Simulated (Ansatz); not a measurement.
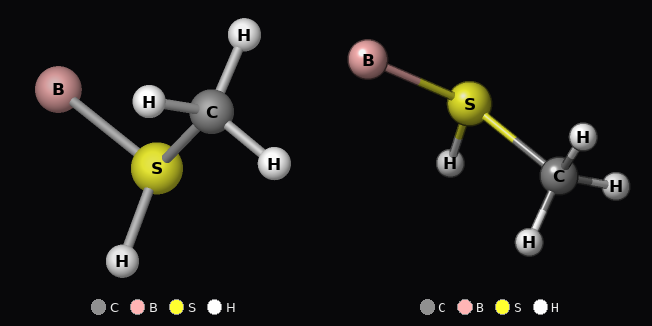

Both panels show the same species.

State: neutral, doublet. Computed geometry: PBE0-D4/def2-TZVP optimisation. No frequency run is at hand to confirm it as a minimum.

What does the picture show?

It has 7 atoms: 1 carbon, 4 hydrogen, 1 boron and 1 sulfur (CH₄BS). This geometry has C1 symmetry. It is an open-shell species. Coordination: 1 C tetrahedral; 1 S trigonal pyramidal.

More results for the same structure follow; atom numbers are the same in all pictures, views and colours differ.

## Charges

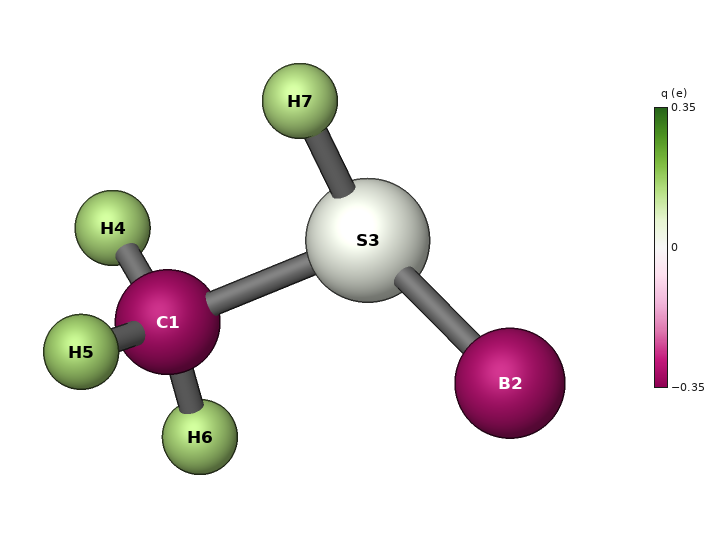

Atoms are coloured by their Mulliken charges. No frequency run is at hand to confirm it as a minimum. Method: UKS PBE0-D4/def2-TZVP (Ansatz 0.2.0).

List the Mulliken charges.

| atom | value (e) |
| --- | --- |
| C1 | −0.32 |
| B2 | −0.31 |
| S3 | 0.02 |
| H4 | 0.15 |
| H5 | 0.16 |
| H6 | 0.15 |
| H7 | 0.14 |

## Electronic properties

No frequency run is at hand to confirm it as a minimum. Method: UKS PBE-D4/def2-TZVPP (Ansatz 0.2.0).

Predict the main results.

- ⟨S²⟩ of the determinant: 0.757
- dispersion correction: −12.0 kJ/mol

## Dipole moment

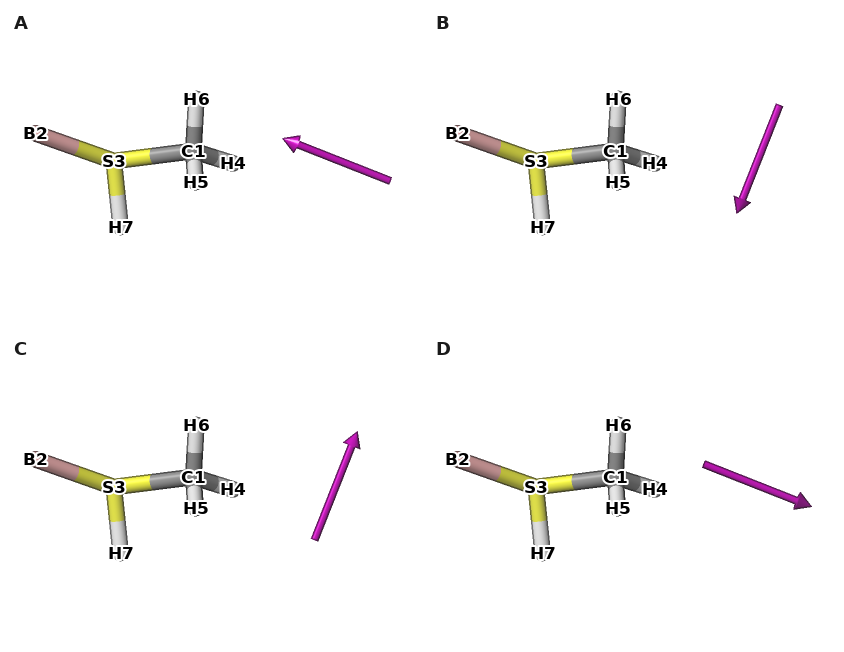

The same molecule four times, each with an arrow. No frequency run is at hand to confirm it as a minimum. Level of theory: UKS PBE0-D4/def2-TZVP (Ansatz 0.2.0).

> Which arrow points along the dipole moment, from the negative to the positive end?

D. The dipole moment is 5.13 D; it points from the side of B2 to the side of H4 (the outermost atoms at the two ends).

Mulliken values depend strongly on the basis set and can even reverse the polarity of a bond.
